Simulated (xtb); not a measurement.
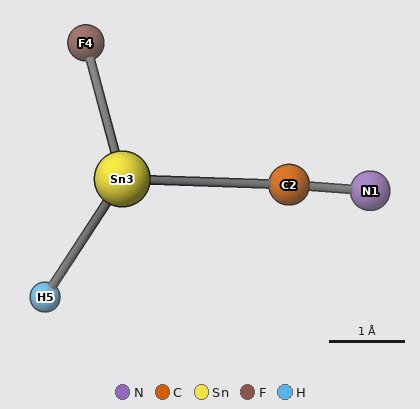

Figure 1. The structure as given in the input (ball-and-stick view, seen on its broad side; atoms are numbered from 1 in the order of the input). Sticks mark near contacts. Bond lengths as drawn: C–N 1.14 Å, C–Sn 2.34 Å, F–Sn 2.06 Å and H–Sn 2.14 Å.

Run report: CHFNSn, molecular dynamics

CHFNSn, multiplicity 2, SMILES N#[C][SnH][F], computed with GFN1-xTB (xtb 6.7.1).

The dynamics carries a metadynamics bias. The starting geometry was optimised with GFN2-xTB.

## Input file (coord)
```
$coord
      2.422326535590     -2.832850638904      3.041041766054  n
      1.558419340456     -1.740324377213      1.386775516557  c
     -0.120432245922      0.636875498521     -1.951954805910  sn
     -3.767565871928     -0.715053468297     -1.744992000741  f
      0.001379500071      4.512269143120     -0.809294110132  h
$end
```

## File xcontrol
```
$md
   temp=100
   time=0.1
   step=2
   dump=4
   hmass=4
   shake=2
$metadyn
   kpush=0.05
   alp=0.6
$wall
   potential=logfermi
   sphere: 6.2, all
$end
```

Machine: 1 thread of AMD EPYC (Zen 3), 176 GiB of memory available, shared host.

Launch command:
```bash
xtb coord --gfn 1 -u 1 --metadyn 10 --input xcontrol > run.log 2> xtb.err
```

## Log
```
* xtb version 6.7.1
   ID    Z sym.   atoms
    1    7 n      1
    2    6 c      2
    3   50 sn     3
    4    9 f      4
    5    1 h      5
spherical wallpotential with radius    3.2808990 Å

           -------------------------------------------------
          |                Calculation Setup                |
           -------------------------------------------------

          program call               : xtb coord --gfn 1 -u 1 --metadyn 10 --input xcontrol
          coordinate file            : coord
          omp threads                :                     1

molecular fragmentation (1/2 indicates fragments):
11112
# atoms in fragment 1/2:     4     1
 fragment masses (1/2) :      163.73        1.01
CMA distance (Bohr)    :   4.530
constraining FC (au)   :  0.0500

           -------------------------------------------------
          |                 G F N 1 - x T B                 |
           -------------------------------------------------

      * Hamiltonian:
        H0-scaling (s, p, d)           1.850000    2.250000    2.000000
        zeta-weighting                 0.000000
      * Dispersion:
        s8                             2.400000
        a1                             0.630000
        a2                             5.000000
        s9                             0.000000
      * Repulsion:
        kExp                           1.500000
        rExp                           1.000000
      * Coulomb:
        alpha                          2.000000
        third order                    atomic
        anisotropic                    false
      * Halogen bond correction:
        rad-scale                      1.300000
        damping                        0.440000

          ...................................................
          :                      SETUP                      :
          :.................................................:
          :  # basis functions                  24          :
          :  # atomic orbitals                  23          :
          :  # shells                           11          :
          :  # electrons                        21          :
          :  # halogen bonds                     0          :
          :  max. iterations                   250          :
          :  Hamiltonian                  GFN1-xTB          :
          :  restarted?                      false          :
          :  GBSA solvation                  false          :
          :  PC potential                    false          :
          :  electronic temp.          300.0000000     K    :
          :  accuracy                    1.0000000          :
          :  -> integral cutoff          0.2500000E+02      :
          :  -> integral neglect         0.1000000E-07      :
          :  -> SCF convergence          0.1000000E-05 Eh   :
          :  -> wf. convergence          0.2000000E-04 e    :
          :  Broyden damping             0.4000000          :
          :  net charge                          0          :
          :  unpaired electrons                  1          :
          ...................................................

 iter      E             dE          RMSdq      gap      omega  full diag
   1    -13.3355846 -0.133356E+02  0.616E+00    3.50       0.0  T
   2    -13.4230290 -0.874445E-01  0.496E+00    3.25       1.0  T
   3    -13.4751275 -0.520985E-01  0.284E+00    4.19       1.0  T
   4    -13.4651186  0.100090E-01  0.109E+00    4.27       1.0  T
   5    -13.4754054 -0.102868E-01  0.154E-01    4.17       1.0  T
   6    -13.4755461 -0.140721E-03  0.504E-02    4.19       1.0  T
   7    -13.4755566 -0.104401E-04  0.274E-02    4.19       1.6  T
   8    -13.4755372  0.194158E-04  0.488E-02    4.20       1.0  T
   9    -13.4755587 -0.215501E-04  0.731E-03    4.19       6.1  T
  10    -13.4755592 -0.534770E-06  0.102E-03    4.19      44.1  T
  11    -13.4755592 -0.512531E-08  0.645E-04    4.19      69.3  T
  12    -13.4755592 -0.401295E-08  0.714E-05    4.19     626.0  T
  13    -13.4755592 -0.484448E-10  0.153E-07    4.19  100000.0  T

   *** convergence criteria satisfied after 13 iterations ***

         #    Occupation            Energy/Eh            Energy/eV
      -------------------------------------------------------------
         1        2.0000           -0.9704243             -26.4066
       ...           ...                  ...                  ...
         5        2.0000           -0.5158660             -14.0374
         6        2.0000           -0.5152494             -14.0207
         7        2.0000           -0.5023496             -13.6696
         8        2.0000           -0.5000099             -13.6060
         9        2.0000           -0.4985367             -13.5659
        10        2.0000           -0.4713644             -12.8265
        11        1.0000           -0.4325019             -11.7690 (HOMO)
        12                         -0.2785125              -7.5787 (LUMO)
        13                         -0.2733636              -7.4386
        14                         -0.2252085              -6.1282
        15                         -0.2157636              -5.8712
        16                         -0.1934898              -5.2651
       ...                                ...                  ...
        23                          1.1554877              31.4424
      -------------------------------------------------------------
                  HL-Gap            0.1539894 Eh            4.1903 eV
             Fermi-level           -0.4037202 Eh          -10.9858 eV

 SCC (total)                   0 d,  0 h,  0 min,  0.006 sec
 SCC setup                      ...        0 min,  0.000 sec (  1.450%)
 Dispersion                     ...        0 min,  0.000 sec (  0.692%)
 classical contributions        ...        0 min,  0.000 sec (  0.307%)
 integral evaluation            ...        0 min,  0.001 sec ( 21.678%)
 iterations                     ...        0 min,  0.002 sec ( 36.294%)
 molecular gradient             ...        0 min,  0.002 sec ( 36.168%)
 printout                       ...        0 min,  0.000 sec (  2.687%)

         :::::::::::::::::::::::::::::::::::::::::::::::::::::
         ::                     SUMMARY                     ::
         :::::::::::::::::::::::::::::::::::::::::::::::::::::
         :: total energy             -13.375918434823 Eh    ::
         :: gradient norm              0.054827711755 Eh/a0 ::
         :: HOMO-LUMO gap              4.190265822405 eV    ::
         ::.................................................::
         :: SCC energy               -13.475559245386 Eh    ::
         :: -> electrostatic           0.042927893801 Eh    ::
         :: repulsion energy           0.101034527448 Eh    ::
         :: dispersion energy         -0.001394009211 Eh    ::
         :: halogen bond corr.         0.000000000000 Eh    ::
         :: add. restraining           0.000000292327 Eh    ::
         :: total charge              -0.000000000000 e     ::
         :::::::::::::::::::::::::::::::::::::::::::::::::::::

           -------------------------------------------------
          |                Property Printout                |
           -------------------------------------------------

    * Orbital Energies and Occupations

         #    Occupation            Energy/Eh            Energy/eV
      -------------------------------------------------------------
         1        2.0000           -0.9704243             -26.4066
         2        2.0000           -0.7721543             -21.0114
         3        2.0000           -0.7625037             -20.7488
         4        2.0000           -0.5554190             -15.1137
         5        2.0000           -0.5158660             -14.0374
         6        2.0000           -0.5152494             -14.0207
         7        2.0000           -0.5023496             -13.6696
         8        2.0000           -0.5000099             -13.6060
         9        2.0000           -0.4985367             -13.5659
        10        2.0000           -0.4713644             -12.8265
        11        1.0000           -0.4325019             -11.7690 (HOMO)
        12                         -0.2785125              -7.5787 (LUMO)
        13                         -0.2733636              -7.4386
        14                         -0.2252085              -6.1282
        15                         -0.2157636              -5.8712
        16                         -0.1934898              -5.2651
        17                         -0.0816255              -2.2211
        18                         -0.0776420              -2.1127
        19                         -0.0549526              -1.4953
        20                         -0.0442681              -1.2046
        21                          0.2623261               7.1383
        22                          0.3075675               8.3693
        23                          1.1554877              31.4424
      -------------------------------------------------------------
                  HL-Gap            0.1539894 Eh            4.1903 eV
             Fermi-level           -0.4037202 Eh          -10.9858 eV

  Mulliken/CM5 charges         n(s)   n(p)   n(d)
     1n    -0.22853 -0.35223   1.667  3.562  0.000
     2c     0.13289  0.25105   1.233  2.634  0.000
     3sn    0.48776  0.49765   1.983  1.258  0.272
     4f    -0.35984 -0.38036   1.854  5.506  0.000
     5h    -0.03228 -0.01610   1.032  0.000  0.000

Wiberg/Mayer (AO) data.
largest (>0.10) Wiberg bond orders for each atom

 ---------------------------------------------------------------------------
     #   Z sym  total        # sym  WBO       # sym  WBO       # sym  WBO
 ---------------------------------------------------------------------------
     1   7 n    3.118 --     2 c    2.945
     2   6 c    3.792 --     1 n    2.945     3 sn   0.665     5 h    0.132
     3  50 sn   2.325 --     4 f    0.947     2 c    0.665     5 h    0.638
     4   9 f    1.090 --     3 sn   0.947
     5   1 h    0.905 --     3 sn   0.638     2 c    0.132
 ---------------------------------------------------------------------------

Topologies differ in total number of bonds
Writing topology from bond orders to xtbtopo.mol

 dipole moment from electron density (au)
     X       Y       Z
   1.2372   0.9976  -1.4068  total (Debye):    5.395

           -------------------------------------------------
          | TOTAL ENERGY              -13.375918434823 Eh   |
          | GRADIENT NORM               0.054827711755 Eh/α |
          | HOMO-LUMO GAP               4.190265822405 eV   |
           -------------------------------------------------
           -------------------------------------------------
          |                  Meta Dynamics                  |
           -------------------------------------------------
 trajectories on xtb.trj or xtb.trj.<n>

 MD time /ps        :    0.10
 dt /fs             :    2.00
 SCC accuracy       :    2.00
 temperature /K     :  100.00
 max steps          :    50
 block length (av.) :  2500
 dumpstep(trj) /fs  :    4.00     2
 dumpstep(coords)/fs: 1000.00   500
 H atoms mass (amu) :     4
 # deg. of freedom  :    12
 SHAKE on. # bonds  :           3  all: T
 Berendsen THERMOSTAT on
 --- metadynamics parameter ---
 kpush  :    0.050
 alpha  :    0.600
 update :      10
         time (ps)    <Epot>      Ekin   <T>   T     Etot
      0    0.00      0.00000   0.0030    0.    0.   -13.37213
 average properties
 Epot               :  -13.106157499133490
 Epot (accurate SCC):  -13.361693284957347
 Ekin               :   8.5722017358051319E-003
 Etot               :  -13.097585297397684
 T                  :   451.14829452597456
 normal exit of md()

------------------------------------------------------------------------
------------------------------------------------------------------------
 total:
 *  cpu-time:     0 d,  0 h,  0 min,  0.216 sec
 * ratio c/w:     1.000 speedup
 SCF:
 *  cpu-time:     0 d,  0 h,  0 min,  0.006 sec
 * ratio c/w:     1.000 speedup
 MD:
 *  cpu-time:     0 d,  0 h,  0 min,  0.203 sec
 * ratio c/w:     1.000 speedup
```

## Standard error
```
normal termination of xtb
```

## Trajectory as extended XYZ (Å, eV, eV/Å), 25 frames, from step=0 to step=24
```
5
Properties=species:S:1:pos:R:3 step=0 time_fs=0.0 energy=-363.95688
N     1.2818   -1.4991    1.6093
C     0.8247   -0.9209    0.7339
Sn   -0.0637    0.3370   -1.0329
F    -1.9937   -0.3784   -0.9234
H     0.0007    2.3878   -0.4283
5
Properties=species:S:1:pos:R:3 step=1 time_fs=4.0 energy=-363.98057
N     1.2749   -1.5021    1.6101
C     0.8331   -0.9198    0.7295
Sn   -0.0620    0.3411   -1.0317
F    -1.9883   -0.3831   -0.9156
H    -0.0326    2.3681   -0.4739
5
Properties=species:S:1:pos:R:3 step=2 time_fs=8.0 energy=-364.10032
N     1.2639   -1.5095    1.6093
C     0.8376   -0.9220    0.7247
Sn   -0.0606    0.3453   -1.0305
F    -1.9844   -0.3844   -0.9072
H    -0.0674    2.2823   -0.5343
5
Properties=species:S:1:pos:R:3 step=3 time_fs=12.0 energy=-364.18629
N     1.2532   -1.5165    1.6078
C     0.8408   -0.9230    0.7206
Sn   -0.0590    0.3508   -1.0290
F    -1.9802   -0.3845   -0.8982
H    -0.1070    2.1477   -0.6025
5
Properties=species:S:1:pos:R:3 step=4 time_fs=16.0 energy=-364.06932
N     1.2429   -1.5236    1.6058
C     0.8427   -0.9227    0.7179
Sn   -0.0571    0.3562   -1.0279
F    -1.9761   -0.3832   -0.8885
H    -0.1532    2.0039   -0.6656
5
Properties=species:S:1:pos:R:3 step=5 time_fs=20.0 energy=-363.83579
N     1.2333   -1.5312    1.6037
C     0.8435   -0.9207    0.7177
Sn   -0.0546    0.3596   -1.0280
F    -1.9726   -0.3803   -0.8779
H    -0.2111    1.9100   -0.7075
5
Properties=species:S:1:pos:R:3 step=6 time_fs=24.0 energy=-363.86602
N     1.2247   -1.5397    1.6019
C     0.8433   -0.9171    0.7207
Sn   -0.0514    0.3593   -1.0296
F    -1.9702   -0.3757   -0.8664
H    -0.2891    1.9180   -0.7161
5
Properties=species:S:1:pos:R:3 step=7 time_fs=28.0 energy=-364.04970
N     1.2170   -1.5489    1.6004
C     0.8421   -0.9120    0.7267
Sn   -0.0473    0.3556   -1.0327
F    -1.9684   -0.3698   -0.8542
H    -0.3887    2.0155   -0.6950
5
Properties=species:S:1:pos:R:3 step=8 time_fs=32.0 energy=-364.03780
N     1.2098   -1.5583    1.5985
C     0.8394   -0.9054    0.7348
Sn   -0.0427    0.3506   -1.0365
F    -1.9667   -0.3626   -0.8414
H    -0.4995    2.1417   -0.6595
5
Properties=species:S:1:pos:R:3 step=9 time_fs=36.0 energy=-363.85719
N     1.2029   -1.5673    1.5958
C     0.8351   -0.8978    0.7437
Sn   -0.0381    0.3463   -1.0404
F    -1.9648   -0.3548   -0.8282
H    -0.6070    2.2429   -0.6244
5
Properties=species:S:1:pos:R:3 step=10 time_fs=40.0 energy=-363.69442
N     1.1961   -1.5754    1.5921
C     0.8291   -0.8899    0.7525
Sn   -0.0339    0.3436   -1.0439
F    -1.9626   -0.3466   -0.8146
H    -0.6998    2.2887   -0.5993
5
Properties=species:S:1:pos:R:3 step=11 time_fs=44.0 energy=-363.64470
N     1.1892   -1.5826    1.5875
C     0.8215   -0.8822    0.7606
Sn   -0.0303    0.3429   -1.0468
F    -1.9601   -0.3383   -0.8006
H    -0.7717    2.2700   -0.5885
5
Properties=species:S:1:pos:R:3 step=12 time_fs=48.0 energy=-363.71867
N     1.1822   -1.5889    1.5822
C     0.8125   -0.8749    0.7678
Sn   -0.0274    0.3444   -1.0490
F    -1.9573   -0.3302   -0.7862
H    -0.8196    2.1873   -0.5934
5
Properties=species:S:1:pos:R:3 step=13 time_fs=52.0 energy=-363.86256
N     1.1750   -1.5942    1.5764
C     0.8024   -0.8682    0.7740
Sn   -0.0252    0.3478   -1.0507
F    -1.9544   -0.3223   -0.7715
H    -0.8427    2.0474   -0.6131
5
Properties=species:S:1:pos:R:3 step=14 time_fs=56.0 energy=-363.90939
N     1.1677   -1.5987    1.5703
C     0.7915   -0.8621    0.7794
Sn   -0.0236    0.3524   -1.0519
F    -1.9513   -0.3149   -0.7566
H    -0.8478    1.8729   -0.6417
5
Properties=species:S:1:pos:R:3 step=15 time_fs=60.0 energy=-363.72804
N     1.1603   -1.6027    1.5645
C     0.7802   -0.8565    0.7846
Sn   -0.0219    0.3569   -1.0533
F    -1.9479   -0.3082   -0.7417
H    -0.8538    1.7076   -0.6670
5
Properties=species:S:1:pos:R:3 step=16 time_fs=64.0 energy=-363.52533
N     1.1530   -1.6066    1.5594
C     0.7689   -0.8517    0.7900
Sn   -0.0193    0.3593   -1.0554
F    -1.9436   -0.3026   -0.7270
H    -0.8917    1.6078   -0.6725
5
Properties=species:S:1:pos:R:3 step=17 time_fs=68.0 energy=-363.62871
N     1.1460   -1.6107    1.5557
C     0.7581   -0.8478    0.7960
Sn   -0.0152    0.3588   -1.0586
F    -1.9380   -0.2987   -0.7130
H    -0.9827    1.6062   -0.6485
5
Properties=species:S:1:pos:R:3 step=18 time_fs=72.0 energy=-363.73379
N     1.1388   -1.6145    1.5530
C     0.7477   -0.8451    0.8016
Sn   -0.0103    0.3565   -1.0625
F    -1.9311   -0.2972   -0.6995
H    -1.1062    1.6727   -0.6055
5
Properties=species:S:1:pos:R:3 step=19 time_fs=76.0 energy=-363.64160
N     1.1314   -1.6180    1.5513
C     0.7378   -0.8438    0.8060
Sn   -0.0056    0.3541   -1.0663
F    -1.9235   -0.2985   -0.6864
H    -1.2248    1.7586   -0.5618
5
Properties=species:S:1:pos:R:3 step=20 time_fs=80.0 energy=-363.46711
N     1.1235   -1.6208    1.5503
C     0.7286   -0.8440    0.8085
Sn   -0.0021    0.3528   -1.0695
F    -1.9157   -0.3027   -0.6734
H    -1.3116    1.8284   -0.5311
5
Properties=species:S:1:pos:R:3 step=21 time_fs=84.0 energy=-363.35811
N     1.1150   -1.6230    1.5501
C     0.7202   -0.8460    0.8086
Sn   -0.0001    0.3531   -1.0720
F    -1.9079   -0.3096   -0.6603
H    -1.3535    1.8646   -0.5208
5
Properties=species:S:1:pos:R:3 step=22 time_fs=88.0 energy=-363.36363
N     1.1059   -1.6248    1.5508
C     0.7129   -0.8496    0.8063
Sn    0.0003    0.3553   -1.0735
F    -1.9002   -0.3190   -0.6470
H    -1.3481    1.8621   -0.5329
5
Properties=species:S:1:pos:R:3 step=23 time_fs=92.0 energy=-363.47697
N     1.0960   -1.6260    1.5521
C     0.7068   -0.8549    0.8015
Sn   -0.0009    0.3592   -1.0742
F    -1.8925   -0.3307   -0.6334
H    -1.2959    1.8211   -0.5670
5
Properties=species:S:1:pos:R:3 step=24 time_fs=96.0 energy=-363.62088
N     1.0852   -1.6269    1.5540
C     0.7020   -0.8614    0.7946
Sn   -0.0035    0.3646   -1.0742
F    -1.8847   -0.3447   -0.6196
H    -1.2031    1.7486   -0.6201
```

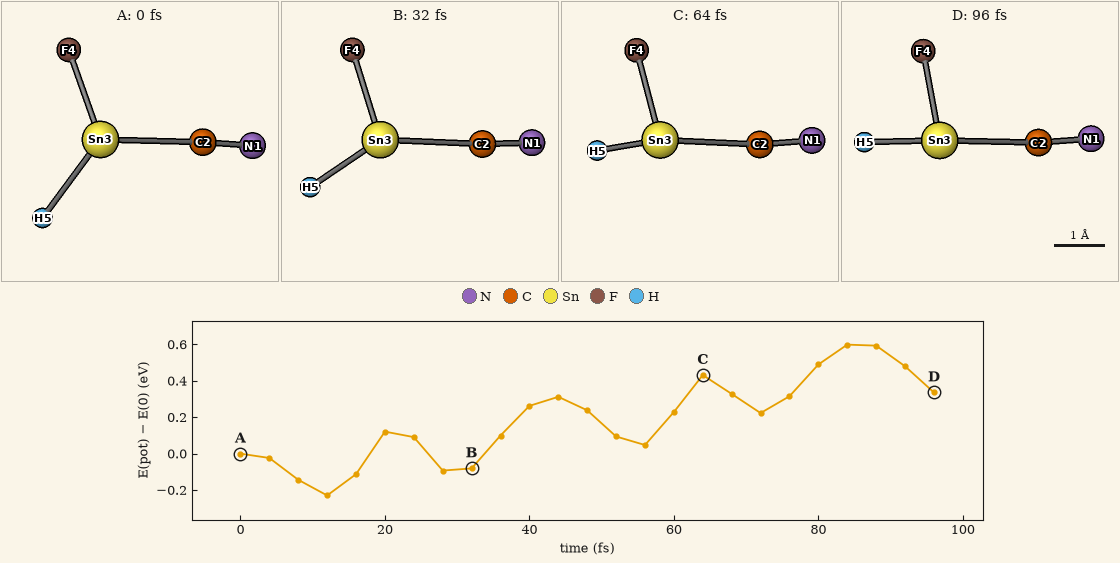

Figure 2. Frames of the molecular dynamics (ball-and-stick, seen at a tilt) above the curves, on which the letters mark them. The trajectory kept here has 25 frames over 96 fs. The potential energy ends 0.336 eV above its first value. After an unweighted best fit of the last frame on the first, the root-mean-square displacement is 0.49 Å.

## Key numbers

| quantity | value |
| --- | --- |
| outcome | finished |
| trajectory | 25 frames kept, 96 fs |
| electrons treated | 21 |
| potential energy (a single point apart from the frames shown) | −13.375918 hartree |
| dispersion energy (a single point apart from the frames shown) | −0.001394 hartree |
| basis functions (a single point apart from the frames shown) | 24 |
| peak memory | 0.069 GiB |

## Remarks

So short a trajectory is not equilibrated.
